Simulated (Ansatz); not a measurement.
Ga2Pt, thickness series

Consider Ga₂Pt (space group Fm-3m, No. 225; a = 5.921 Å). Axes: x, y, z lie along the cube axes.

Free-standing slabs (3 atom(s) a layer) normal to [111] with 15 Å of vacuum; in-plane cell held at bulk.

Calculations: PBEsol (Ansatz, a first-principles code; PAW; 420 eV plane waves; no SOC).

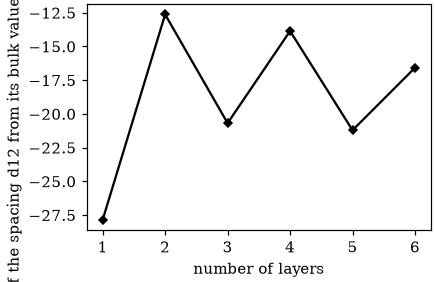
Fig. 1. Change of the spacing d12 from its bulk value of 0.855 Å against number of layers

Q: From the plot, what is the change of the spacing d12 from its bulk value of 0.855 Å for 5 layers?

A: About -21 %.

Q: Is the trend monotonic over the range shown?

A: No, it turns within the range, spanning -27.8 % to -12.6 %.

Whether these cells are dynamically stable was not tested. All final runs are without spin polarisation.
